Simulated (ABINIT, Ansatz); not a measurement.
# K2TaNbO6 (P4/mmm): G0W0 on several meshes in ABINIT

Wanted: mesh dependence and cost of G0W0 for K2TaNbO6 (P4/mmm).

Program: ABINIT 10.8.3. Level of theory: LDA and many-body steps on it, plane waves. Results are calculated unless marked as measured.

### Step 1. Set-up

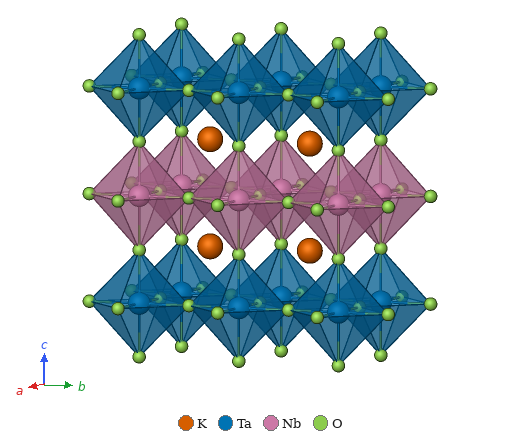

The starting structure, seen slightly off an axis (potassium orange, tantalum blue, niobium pink, oxygen green). 1×2×1 cells are drawn. Some periodic images of atoms are drawn too.

The cell and positions are those that the Materials Project relaxed with its own functionals (PBE, PBE+U or r2SCAN), kept fixed. Spin-orbit coupling is left out unless a step names it.

### Step 2. Empty states on the mesh, 2×2×1 mesh, 280 bands

This step: ABINIT 10.8.3; DFT, LDA, plane waves, norm-conserving pseudopotentials.

The sums over transitions need many empty states on a uniform mesh; this step solves for them.

File run.abi:

```
acell 3*1.0 Angstrom
rprim 
  4.051501000000 0.000000000000 0.000000000000
  0.000000000000 4.051501000000 0.000000000000
  0.000000000000 0.000000000000 8.099891000000
ntypat 4
znucl 19 73 41 8
natom 10
typat 1 1 2 3 4 4 4 4 4 4
xred 
  0.500000000000 0.500000000000 0.251188000000
  0.500000000000 0.500000000000 0.748812000000
  0.000000000000 0.000000000000 0.000000000000
  0.000000000000 0.000000000000 0.500000000000
  0.000000000000 0.000000000000 0.247978000000
  0.000000000000 0.000000000000 0.752022000000
  0.000000000000 0.500000000000 0.000000000000
  0.500000000000 0.000000000000 0.000000000000
  0.000000000000 0.500000000000 0.500000000000
  0.500000000000 0.000000000000 0.500000000000
pp_dirpath "pseudos"
pseudos "K.upf, Ta.upf, Nb.upf, O.upf"
ecut 37
ngkpt 2 2 1
nshiftk 1
shiftk 0 0 0
kptopt 1
chksymbreak 0
iscf -2
irdden 1
istwfk *1
nband 280
nbdbuf 24
tolwfr 1e-09
nstep 60
prtvol 0
indata_prefix "in"
outdata_prefix "out"
tmpdata_prefix "tmp"
```

Run with:

```bash
> OMP_NUM_THREADS=1 mpirun -n 4 abinit run.abi > log
```

Numbers of over 12 decimals in the logs are rounded to 6 here.

Log:

```text
.Version 10.8.3 of ABINIT. v10.8.2 released Aug 2026.

 Symmetries : space group P4/m m m (#123); Bravais tP (primitive tetrag.)
[... echo of the input left out ...]
== DATASET  1 ==================================================================
-   mpi_nproc: 4, omp_nthreads: 1 (-1 if OMP is not activated)
-    --> not optimal distribution: autoparal keyword recommended in input file <--

--- !DatasetInfo
iteration_state: {dtset: 1, }
dimensions: {natom: 10, nkpt: 3, mband: 280, nsppol: 1, nspinor: 1, nspden: 1, mpw: 9640, }
cutoff_energies: {ecut:  37.0, pawecutdg:  -1.0, }
[...]
2.93397    2.93397    2.94022    2.94913    2.94980    2.96023    2.96926    2.97134
   3.01266    3.01811    3.02872    3.02905    3.03153    3.03973    3.04632    3.05062
 prteigrs : prtvol=0 or 1, do not print more k-points.

== END DATASET(S) ==============================================================
================================================================================

 -outvars: echo values of variables after computation  --------
            nband         280
             nkpt           3
          spgroup         123
 [... the other variables as echoed above ...]

 Calculation completed.
```

It took 5.8 min on 4 MPI ranks of Arm Neoverse N1, shared host; peak memory 0.48 GiB.

This step gave:

* gap: 1.316 eV
* k of the valence top: 0.5, 0.5, 0
* k of the conduction bottom: 0, 0, 0
* least direct gap: 1.783 eV
* k points computed: 3
* lowest point of the top converged band, above the valence top: 72.9532 eV

On this mesh the gap is 1.316 eV.

The density comes from a self-consistent run that is not shown.

### Step 3. Screening, 2×2×1 mesh, 128 bands, screening to 114.3 eV

The RPA dielectric matrix is built and inverted for each q.

This step: RPA screening on LDA, plane waves, norm-conserving pseudopotentials.

Changes to run.abi since step 2:

```diff
@@ -28,10 +28,11 @@
 chksymbreak 0
-iscf -2
-irdden 1
 istwfk *1
-nband 280
-nbdbuf 24
-tolwfr 1e-09
-nstep 60
-prtvol 0
+occopt 1
+irdwfk 1
+optdriver 3
+nband 128
+ecuteps 4.2
+inclvkb 2
+awtr 1
+symchi 1
 indata_prefix "in"
```

Log:

```text
.Version 10.8.3 of ABINIT. v10.8.2 released Aug 2026.

 Symmetries : space group P4/m m m (#123); Bravais tP (primitive tetrag.)
[... echo of the input left out ...]
== DATASET  1 ==================================================================
-   mpi_nproc: 4, omp_nthreads: 1 (-1 if OMP is not activated)

--- !DatasetInfo
iteration_state: {dtset: 1, }
dimensions: {natom: 10, nkpt: 3, mband: 128, nsppol: 1, nspinor: 1, nspden: 1, mpw: 9640, }
cutoff_energies: {ecut:  37.0, pawecutdg:  -1.0, }
electrons: {nelect:   8.00000000E+01, charge:   0.00000000E+00, occopt:   1.00000000E+00, tsmear:   1.00000000E-02, }

 SCREENING: Calculation of the susceptibility and dielectric matrices

 Based on a program developped by R.W. Godby, V. Olevano, G. Onida, and L. Reining.
 Incorporated in ABINIT by V. Olevano, G.-M. Rignanese, and M. Torrent.
.Using double precision arithmetic ; gwpc =  8

[... cell and pseudopotentials left out ...]
--------------------------------------------------------------------------------

 ==== K-mesh for the wavefunctions ====
 Number of points in the irreducible wedge :     3
[... list of points left out ...]
 Together with 16 symmetry operations and time-reversal symmetry
 yields     4 points in the full Brillouin Zone.

 ==== Q-mesh for the screening function ====
 Number of points in the irreducible wedge :     3
[... list of points left out ...]
 Together with 16 symmetry operations and time-reversal symmetry
 yields     4 points in the full Brillouin Zone.

 setmesh: FFT mesh size selected  =    27x   27x   60
          total number of points  =        43740

 vcoul_init : cutoff-mode = AUXILIARY_FUNCTION
 q-points for optical limit:   1
     1)      0.000010    0.000020    0.000030

- screening: taking advantage of time-reversal symmetry
- Maximum band index for partially occupied states nbvw = 40
- Remaining bands to be divided among processors   nbcw = 88
- Number of bands treated by each node ~22

 Number of electrons calculated from density =   80.0000; Expected =   80.0000
 average of density, n =  0.089163
 r_s =    1.3886
 omega_plasma =   28.8036 [eV]

 calculating chi0 at frequencies [eV] :
  1    0.000000E+00    0.000000E+00
  2    0.000000E+00    2.880360E+01

--------------------------------------------------------------------------------
  q-point number  1        q = ( 0.000000, 0.000000, 0.000000) [r.l.u.]
--------------------------------------------------------------------------------
[... chi0 elements left out ...]
 For q-point:  0.000010 0.000020 0.000030
  dielectric constant =  12.1817
  dielectric constant without local fields =  13.0261

  Average fulfillment of the sum rule on Im[epsilon] for q-point    1 :     50.69  [%]
[... wings left out ...]
  q-point number  2        q = ( 0.500000, 0.000000, 0.000000) [r.l.u.]
--------------------------------------------------------------------------------
[... chi0 elements left out ...]
  Average fulfillment of the sum rule on Im[epsilon] for q-point    2 :     53.56  [%]

 [... 1 further q-points ...]
```

Run time: 80 s. Hardware: 4 MPI ranks; peak memory 1.6 GiB.

Numbers from this step:

| Quantity | Value |
| --- | --- |
| ε∞ with local fields, on this mesh, along the program's q direction | 12.18 |
| the same without local fields | 13.03 |
| plasma frequency | 28.80 eV |
| plane waves in the screening matrix | 371 |

Local fields lower ε∞ by 6 %. On a Γ-centred mesh this coarse the value itself is usually too large, while a short band sum pulls it down.

### Step 4. 2×2×1

The self-energy is evaluated for the states that the input lists, and the levels follow from it, in one-shot runs by the linearised quasiparticle equation.

This step: G0W0 on LDA, plane waves, norm-conserving pseudopotentials.

Changes to run.abi since step 3:

```diff
@@ -31,8 +31,19 @@
 irdwfk 1
-optdriver 3
+optdriver 4
 nband 128
+gwcalctyp 0
+ecutsigx 37
+symsigma 1
+nkptgw 3
+kptgw 
+  0.5000000000 0.5000000000 0.0000000000
+  0.0000000000 0.0000000000 0.0000000000
+  0.5000000000 0.0000000000 0.0000000000
+bdgw 
+  38 42
+  39 43
+  39 42
 ecuteps 4.2
-inclvkb 2
-awtr 1
-symchi 1
+irdscr 1
+ppmodel 1
 indata_prefix "in"
```

Log:

```text
.Version 10.8.3 of ABINIT. v10.8.2 released Aug 2026.

 Symmetries : space group P4/m m m (#123); Bravais tP (primitive tetrag.)
[... echo of the input left out ...]
== DATASET  1 ==================================================================
-   mpi_nproc: 4, omp_nthreads: 1 (-1 if OMP is not activated)

--- !DatasetInfo
iteration_state: {dtset: 1, }
dimensions: {natom: 10, nkpt: 3, mband: 128, nsppol: 1, nspinor: 1, nspden: 1, mpw: 9640, }
cutoff_energies: {ecut:  37.0, pawecutdg:  -1.0, }
electrons: {nelect:   8.00000000E+01, charge:   0.00000000E+00, occopt:   1.00000000E+00, tsmear:   1.00000000E-02, }

 SIGMA: Calculation of the GW corrections

 Based on a program developped by R.W. Godby, V. Olevano, G. Onida, and L. Reining.
 Incorporated in ABINIT by V. Olevano, G.-M. Rignanese, and M. Torrent.
.Using double precision arithmetic ; gwpc =  8

[... cell and pseudopotentials left out ...]
--------------------------------------------------------------------------------

 ==== K-mesh for the wavefunctions ====
 Number of points in the irreducible wedge :     3
[... list of points left out ...]
 Together with 16 symmetry operations and time-reversal symmetry
 yields     4 points in the full Brillouin Zone.

 ==== Q-mesh for screening function ====
 Number of points in the irreducible wedge :     3
[... list of points left out ...]
 Together with 16 symmetry operations and time-reversal symmetry
 yields     4 points in the full Brillouin Zone.

 vcoul_init : cutoff-mode = AUXILIARY_FUNCTION
 q-points for optical limit:   1
     1)      0.000010    0.000020    0.000030
 setmesh: FFT mesh size selected  =    45x   45x   90
          total number of points  =       182250

 Number of electrons calculated from density =   80.0000; Expected =   80.0000
 average of density, n =  0.089163
 r_s =    1.3886
 omega_plasma =   28.8036 [eV]

 === KS Band Gaps ===
  >>>> For spin  1
   Minimum direct gap =   1.7828 [eV], located at k-point      :   0.5000  0.0000  0.0000
   Fundamental gap    =   1.3158 [eV], Top of valence bands at :   0.5000  0.5000  0.0000
                                       Bottom of conduction at :   0.0000  0.0000  0.0000
 SIGMA fundamental parameters:
 PLASMON POLE MODEL  1
 number of plane-waves for SigmaX                 9629
 number of plane-waves for SigmaC and W            371
 number of plane-waves for wavefunctions          9629
 number of bands                                   128
 number of independent spin polarizations            1
 number of spinorial components                      1
 number of k-points in IBZ                           3
 number of q-points in IBZ                           3
 number of symmetry operations                      16
 number of k-points in BZ                            4
 number of q-points in BZ                            4
 number of frequencies for dSigma/dE                 9
 frequency step for dSigma/dE [eV]                0.25
 number of omega for Sigma on real axis              0
 max omega for Sigma on real axis  [eV]           0.00
 zcut for avoiding poles [eV]                     0.10

 EPSILON^-1 parameters (SCR file):
 dimension of the eps^-1 matrix on file            371
 dimension of the eps^-1 matrix used               371
 number of plane-waves for wavefunctions          9629
 number of bands                                   128
 number of q-points in IBZ                           3
 number of frequencies                               2
 number of real frequencies                          1
 number of imag frequencies                          1

 matrix elements of self-energy operator (all in [eV])

 Perturbative Calculation

--- !SelfEnergy_ee
iteration_state: {dtset: 1, }
kpoint     : [   0.500,    0.500,    0.000, ]
spin       : 1
KS_gap     :    4.084
QP_gap     :    5.582
Delta_QP_KS:    1.499
data: !SigmaeeData |
     Band     E0 <VxcDFT>   SigX SigC(E0)      Z dSigC/dE  Sig(E)    E-E0       E
       38   4.921 -19.856 -25.043   5.526   0.760  -0.316 -19.599   0.258   5.179
       39   4.921 -19.856 -25.043   5.526   0.760  -0.316 -19.599   0.258   5.179
       40   4.980 -19.825 -25.041   5.500   0.764  -0.310 -19.608   0.217   5.197
       41   9.064 -18.489 -12.286  -3.999   0.779  -0.284 -16.773   1.716  10.779
       42   9.064 -18.489 -12.286  -3.999   0.779  -0.284 -16.773   1.716  10.779

--- !SelfEnergy_ee
iteration_state: {dtset: 1, }
kpoint     : [   0.000,    0.000,    0.000, ]
spin       : 1
KS_gap     :    2.020
QP_gap     :    3.475
Delta_QP_KS:    1.455
data: !SigmaeeData |
     Band     E0 <VxcDFT>   SigX SigC(E0)      Z dSigC/dE  Sig(E)    E-E0       E
       39   4.275 -19.996 -25.476   5.609   0.766  -0.306 -19.897   0.099   4.374
[...]
--- !SelfEnergy_ee
iteration_state: {dtset: 1, }
kpoint     : [   0.500,    0.000,    0.000, ]
spin       : 1
KS_gap     :    1.783
QP_gap     :    3.138
Delta_QP_KS:    1.355
data: !SigmaeeData |
     Band     E0 <VxcDFT>   SigX SigC(E0)      Z dSigC/dE  Sig(E)    E-E0       E
[...]
40   4.884 -19.778 -24.946   5.507   0.760  -0.315 -19.520   0.257   5.141
       41   6.667 -15.714  -9.470  -4.241   0.805  -0.242 -14.101   1.612   8.279
       42   8.789 -18.585 -12.521  -3.910   0.780  -0.282 -16.905   1.680  10.469

 New Fermi energy :        2.253680E-01 Ha ,    6.132577E+00 eV

 === QP Band Gaps ===
  >>>> For spin  1
   Minimum direct gap =   3.1379 [eV], located at k-point      :   0.5000  0.0000  0.0000
   Fundamental gap    =   2.6519 [eV], Top of valence bands at :   0.5000  0.5000  0.0000
                                       Bottom of conduction at :   0.0000  0.0000  0.0000

== END DATASET(S) ==============================================================
================================================================================

 -outvars: echo values of variables after computation  --------
           etotal      0.0000000000E+00
            nband         128
             nkpt           3
          spgroup         123
 [... the other variables as echoed above ...]

 Calculation completed.
```

Elapsed: 29 s, on 4 MPI ranks; peak memory 1.1 GiB; 1.9 min of CPU time.

This step gave:

```
G0W0 gap on the points computed              : 2.652 eV
starting gap on the mesh                     : 1.316 eV
k of the valence top                         : 0.5, 0.5, 0
k of the conduction bottom                   : 0, 0, 0
Z at the valence top                         : 0.764
Z at the conduction bottom                   : 0.802
least direct G0W0 gap on the computed points : 3.138 eV
```

The gap on the mesh goes from 1.32 eV to 2.65 eV, a correction of +1.34 eV.

### Step 5. Empty states on the mesh, 4×4×2 mesh, 140 bands

This step: DFT, LDA, plane waves, norm-conserving pseudopotentials.

Changes to run.abi since step 4:

```diff
@@ -23,3 +23,3 @@
 ecut 37
-ngkpt 2 2 1
+ngkpt 4 4 2
 nshiftk 1
@@ -28,22 +28,10 @@
 chksymbreak 0
+iscf -2
+irdden 1
 istwfk *1
-occopt 1
-irdwfk 1
-optdriver 4
-nband 128
-gwcalctyp 0
-ecutsigx 37
-symsigma 1
-nkptgw 3
-kptgw 
-  0.5000000000 0.5000000000 0.0000000000
-  0.0000000000 0.0000000000 0.0000000000
-  0.5000000000 0.0000000000 0.0000000000
-bdgw 
-  38 42
-  39 43
-  39 42
-ecuteps 4.2
-irdscr 1
-ppmodel 1
+nband 140
+nbdbuf 12
+tolwfr 1e-09
+nstep 60
+prtvol 0
 indata_prefix "in"
```

Log:

```text
.Version 10.8.3 of ABINIT. v10.8.2 released Aug 2026.

 Symmetries : space group P4/m m m (#123); Bravais tP (primitive tetrag.)
[... echo of the input left out ...]
== DATASET  1 ==================================================================
-   mpi_nproc: 4, omp_nthreads: 1 (-1 if OMP is not activated)

--- !DatasetInfo
iteration_state: {dtset: 1, }
dimensions: {natom: 10, nkpt: 12, mband: 140, nsppol: 1, nspinor: 1, nspden: 1, mpw: 9684, }
cutoff_energies: {ecut:  37.0, pawecutdg:  -1.0, }
[...]
1.49145    1.49212    1.49212    1.50462    1.50547    1.51488    1.51488    1.52154
   1.55683    1.55756    1.55779    1.57486    1.57486    1.60223    1.63027    1.63122
   1.63187    1.63188    1.72139    1.72386
 prteigrs : prtvol=0 or 1, do not print more k-points.

== END DATASET(S) ==============================================================
================================================================================

 -outvars: echo values of variables after computation  --------
            nband         140
             nkpt          12
          spgroup         123
 [... the other variables as echoed above ...]

 Calculation completed.
```

Elapsed: 4.7 min, on 4 MPI ranks; peak memory 0.64 GiB.

Numbers from this step:

```yaml
gap: 1.316 eV
k_of_the_valence_top: 0.5, 0.5, 0
k_of_the_conduction_bottom: 0, 0, 0
least_direct_gap: 1.783 eV
k_points_computed: 12
lowest_point_of_the_top_converged_band_above_the_valence_top: 35.65 eV
```

On this mesh the gap is 1.316 eV.

### Step 6. Screening, 4×4×2 mesh, 128 bands, screening to 114.3 eV

This step: RPA screening on LDA, plane waves, norm-conserving pseudopotentials.

Changes to run.abi since step 5:

```diff
@@ -28,10 +28,11 @@
 chksymbreak 0
-iscf -2
-irdden 1
 istwfk *1
-nband 140
-nbdbuf 12
-tolwfr 1e-09
-nstep 60
-prtvol 0
+occopt 1
+irdwfk 1
+optdriver 3
+nband 128
+ecuteps 4.2
+inclvkb 2
+awtr 1
+symchi 1
 indata_prefix "in"
```

Log:

```text
.Version 10.8.3 of ABINIT. v10.8.2 released Aug 2026.

 Symmetries : space group P4/m m m (#123); Bravais tP (primitive tetrag.)
[... echo of the input left out ...]
== DATASET  1 ==================================================================
-   mpi_nproc: 4, omp_nthreads: 1 (-1 if OMP is not activated)

--- !DatasetInfo
iteration_state: {dtset: 1, }
dimensions: {natom: 10, nkpt: 12, mband: 128, nsppol: 1, nspinor: 1, nspden: 1, mpw: 9684, }
cutoff_energies: {ecut:  37.0, pawecutdg:  -1.0, }
electrons: {nelect:   8.00000000E+01, charge:   0.00000000E+00, occopt:   1.00000000E+00, tsmear:   1.00000000E-02, }

 SCREENING: Calculation of the susceptibility and dielectric matrices

 Based on a program developped by R.W. Godby, V. Olevano, G. Onida, and L. Reining.
 Incorporated in ABINIT by V. Olevano, G.-M. Rignanese, and M. Torrent.
.Using double precision arithmetic ; gwpc =  8

[... cell and pseudopotentials left out ...]
--------------------------------------------------------------------------------

 ==== K-mesh for the wavefunctions ====
 Number of points in the irreducible wedge :    12
[... list of points left out ...]
 Together with 16 symmetry operations and time-reversal symmetry
 yields    32 points in the full Brillouin Zone.

 ==== Q-mesh for the screening function ====
 Number of points in the irreducible wedge :    12
[... list of points left out ...]
 Together with 16 symmetry operations and time-reversal symmetry
 yields    32 points in the full Brillouin Zone.

 setmesh: FFT mesh size selected  =    27x   27x   60
          total number of points  =        43740

 vcoul_init : cutoff-mode = AUXILIARY_FUNCTION
 q-points for optical limit:   1
     1)      0.000010    0.000020    0.000030

- screening: taking advantage of time-reversal symmetry
- Maximum band index for partially occupied states nbvw = 40
- Remaining bands to be divided among processors   nbcw = 88
- Number of bands treated by each node ~22

 Number of electrons calculated from density =   80.0000; Expected =   80.0000
 average of density, n =  0.089163
 r_s =    1.3886
 omega_plasma =   28.8036 [eV]

 calculating chi0 at frequencies [eV] :
  1    0.000000E+00    0.000000E+00
  2    0.000000E+00    2.880360E+01

--------------------------------------------------------------------------------
  q-point number  1        q = ( 0.000000, 0.000000, 0.000000) [r.l.u.]
--------------------------------------------------------------------------------
[... chi0 elements left out ...]
 For q-point:  0.000010 0.000020 0.000030
  dielectric constant =   6.7084
  dielectric constant without local fields =   7.0805

  Average fulfillment of the sum rule on Im[epsilon] for q-point    1 :     50.86  [%]
[... wings left out ...]
  q-point number  2        q = ( 0.250000, 0.000000, 0.000000) [r.l.u.]
--------------------------------------------------------------------------------
[... chi0 elements left out ...]
  Average fulfillment of the sum rule on Im[epsilon] for q-point    2 :     59.48  [%]

 [... 10 further q-points ...]
```

It took 11 min on 4 MPI ranks; peak memory 3.5 GiB; 43 min of CPU time.

This step gave:

- ε∞ with local fields, on this mesh, along the program's q direction: 6.708
- the same without local fields: 7.080
- plasma frequency: 28.80 eV
- plane waves in the screening matrix: 371

(Continued in part 2 of 2.)

[Paths, hosts, dates, memory and timing lines, banners, echoed tables and standing remarks are left out of the program output.]

[Logs are printed without paths, hosts, clocks, repeated set-up lines and the standing remarks that a program may print on its own settings, such as how far it seeks lower states.]

[Runs of the session that timed out or met a known fault of the program may be left out.]

[Hosts, paths, dates, database ids (printed as entryN), source tags and the programs' standing remarks are cut or masked in the printed files.]

[G0W0 gaps are taken among the corrected bands and points alone; a level outside them can change the order at an edge.]

[Where Ansatz stands beside ABINIT at settings called matched, ABINIT's density can come from a denser mesh and the files from another edition; pairs whose starting gaps differed by over 0.03 eV were left out, so agreement reads better than it is.]
